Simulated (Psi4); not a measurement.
**H3O+ (oxonium): M06-L/aug-cc-pVTZ**

Aim: the vertical singlet–triplet gap of H3O+ (oxonium) at M06-L/aug-cc-pVTZ, from 2 runs. 

The calculation is run with Psi4 1.11.

1 further run of the same task is left out (set aside as unsound or not needed).

### Step 1. The molecule

H3O+ has 4 atoms, charge +1, and is taken as a singlet. SMILES: `[OH3+]`. The coordinates come from a PBE0-D4/def2-TZVP relaxation.

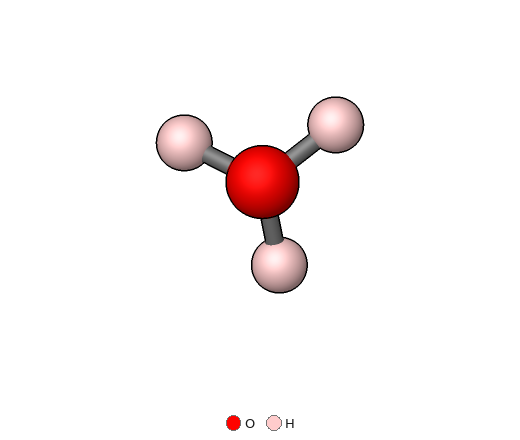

The structure, seen from a chosen angle (oxygen red, hydrogen pink).

### Step 2. Energy and forces at M06-L/aug-cc-pVTZ

Input file job.dat:

```
memory 1600 mb

molecule {
  1 1
  O
  H 1 R2
  H 1 R3 2 A3
  H 1 R4 2 A4 3 D4

  R2 = 0.978205
  R3 = 0.978205
  A3 = 113.02582
  R4 = 0.978188
  A4 = 113.01489
  D4 = -129.94022
  symmetry c1
  no_reorient
  no_com
}

set basis aug-cc-pVTZ
set puream true
set e_convergence 1e-09
set d_convergence 1e-08
set scf_type pk
set dft_radial_points 99
set dft_spherical_points 590

gradient("m06-l")
```

Run with:

```
$ psi4 -n 1 job.dat job.out
```

job.out:

```text
[...]
  Running in c1 symmetry.
[...]
  Nuclear repulsion =   13.956305618847713
[...]
  Multiplicity = 1
[...]
  Nalpha       = 5
  Nbeta        = 5
[...]
    Number of basis functions: 115
[...]
   @RKS iter   1:   -76.62508708001440    1.43752e-01   4.82894e-03 DIIS/ADIIS
[...]
   @RKS iter   9:   -76.72127656915670   -1.17950e-12   1.90947e-09 DIIS
[...]
    Orbital Energies [Eh]
    ---------------------
    Doubly Occupied:
       1A    -19.402269     2A     -1.421694     3A     -0.896072
       4A     -0.896042     5A     -0.697352
[...]
  @RKS Final Energy:   -76.72127656915670
   => Energetics <=
    Nuclear Repulsion Energy =             13.9563056188477130
    One-Electron Energy =                -128.6207221885118201
    Two-Electron Energy =                  47.3627679381596494
    DFT Exchange-Correlation Energy =      -9.4196279376522405
    Empirical Dispersion Energy =           0.0000000000000000
    VV10 Nonlocal Energy =                  0.0000000000000000
    Total Energy =                        -76.7212765691567000
[...]
 Multipole Moments:
 ------------------------------------------------------------------------------------
     Multipole            Electronic (a.u.)      Nuclear  (a.u.)        Total (a.u.)
 ------------------------------------------------------------------------------------
 L = 1.  Multiply by 2.5417464519 to convert [e a0] to [Debye]
 Dipole X            :          0.0337199           -0.5440757           -0.5103558
 Dipole Y            :         -0.0157133            0.2540071            0.2382938
 Dipole Z            :         -0.0103825            0.1679938            0.1576113
 Magnitude           :                                                    0.5848831
[...]
  -Total Gradient:
     Atom            X                  Y                   Z
    ------   -----------------  -----------------  -----------------
       1       -0.001568730682     0.000736089600     0.000496087658
       2        0.001333537384    -0.000636510836     0.003025003052
       3        0.001328195220     0.002533748198    -0.001770168409
       4       -0.001083257676    -0.002633604387    -0.001753778141
[...]
```

Run time: 56 s. Hardware: 1 thread of Intel Xeon Platinum 8259CL at 2.50GHz (Skylake/Cascade Lake), shared host; peak memory 0.68 GiB.

### Step 3. The triplet

Input file h3o_ase.py:

```python
import numpy as np
from ase.calculators.psi4 import Psi4
from ase import Atoms

a = Atoms(['O', 'H', 'H', 'H'], positions=[
    [0.181970, -0.056700, -0.052760],
    [0.219060, 0.918440, 0.015140],
    [-0.408890, -0.368290, -0.767380],
    [0.007860, -0.493450, 0.805020],
])
calc = Psi4(atoms=a, method='m06-l', basis='aug-cc-pVTZ', memory='1600MB', num_threads=1, charge=1, multiplicity=3, label='h3o', reference='uks')
calc.psi4.set_options({'puream': True, 'e_convergence': 1e-09, 'd_convergence': 1e-08, 'scf_type': 'pk', 'dft_radial_points': 99, 'dft_spherical_points': 590, 'maxiter': 100})
a.calc = calc

forces = a.get_forces()
print(f'energy: {a.get_potential_energy():.6f} eV')
print('forces / eV A^-1')
print(np.round(forces, 5))
```

Run with:

```
$ python h3o_ase.py
```

h3o.dat:

```text
[...]
  Running in c1 symmetry.
[...]
  Nuclear repulsion =   13.956307360664804
[...]
  Multiplicity = 3
[...]
  Nalpha       = 6
  Nbeta        = 4
[...]
    Number of basis functions: 115
[...]
   @UKS iter   1:   -76.29175754149180    4.77081e-01   1.65234e-03 DIIS/ADIIS
[...]
   @UKS iter  11:   -76.30917035307874   -2.37890e-11   8.18387e-09 DIIS
[...]
   @S^2 Observed:                2.002826504E+00
[...]
    Orbital Energies [Eh]
    ---------------------
    Alpha Occupied:
       1A    -19.630211     2A     -1.622271     3A     -1.062052
       4A     -1.062026     5A     -0.961937     6A     -0.376954
    Alpha Virtual:
       7A     -0.282797     8A     -0.282793     9A     -0.160356
      10A     -0.150022    11A     -0.150019    12A     -0.142853
      13A     -0.095338    14A     -0.095330    15A     -0.069936
      16A     -0.055643    17A     -0.055630    18A      0.044622
      19A      0.076933    20A      0.076934    21A      0.084866
      22A      0.085090    23A      0.085096    24A      0.089120
      25A      0.190342    26A      0.190345    27A      0.246481
[...]
  @UKS Final Energy:   -76.30917035307874
   => Energetics <=
    Nuclear Repulsion Energy =             13.9563073606648036
    One-Electron Energy =                -126.6432701159436078
    Two-Electron Energy =                  45.6621899737923655
    DFT Exchange-Correlation Energy =      -9.2843975715923062
    Empirical Dispersion Energy =           0.0000000000000000
    VV10 Nonlocal Energy =                  0.0000000000000000
    Total Energy =                        -76.3091703530787413
[...]
 Multipole Moments:
 ------------------------------------------------------------------------------------
     Multipole            Electronic (a.u.)      Nuclear  (a.u.)        Total (a.u.)
 ------------------------------------------------------------------------------------
 L = 1.  Multiply by 2.5417464519 to convert [e a0] to [Debye]
 Dipole X            :          0.5695279           -0.5737000           -0.0041720
 Dipole Y            :         -0.1775017            0.1787591            0.0012574
 Dipole Z            :         -0.1650737            0.1663531            0.0012794
 Magnitude           :                                                    0.0045414
[...]
  -Total Gradient:
     Atom            X                  Y                   Z
    ------   -----------------  -----------------  -----------------
       1       -0.009872382843     0.003080131784     0.002860317322
       2       -0.033862991406    -0.120500025642    -0.000626796447
       3        0.049530582240     0.050404285473     0.103305435004
       4       -0.005810943448     0.067014046911    -0.105530754957
[...]
```

Standard output:

```text
energy: -2076.478292 eV
forces / eV A^-1
[[ 0.50766 -0.15839 -0.14708]
 [ 1.74131  6.19636  0.03223]
 [-2.54696 -2.59189 -5.31218]
 [ 0.29881 -3.446    5.42661]]
```

Run time: 99 s. Hardware: 1 thread of Intel Xeon Platinum 8259CL at 2.50GHz (Skylake/Cascade Lake), shared host; peak memory 0.69 GiB.

### Step 4. What came out

Level: M06-L/aug-cc-pVTZ.

| quantity | value |
| --- | --- |
| singlet: total energy | -76.72128 Eh |
| singlet: HOMO energy | -18.98 eV |
| singlet: LUMO energy | -7.51 eV |
| singlet: HOMO–LUMO gap | 11.47 eV |
| singlet: largest force on an atom | 0.173 eV/Å |
| triplet: total energy | -76.30917 Eh |
| triplet: HOMO energy (highest over α and β) | -10.26 eV |
| triplet: ⟨S²⟩ | 2.003 |
| triplet: largest force on an atom | 6.436 eV/Å |
| vertical energy of the triplet above the singlet | 11.214 eV |

At this shape the triplet lies 11.21 eV (259 kcal/mol) above the singlet.
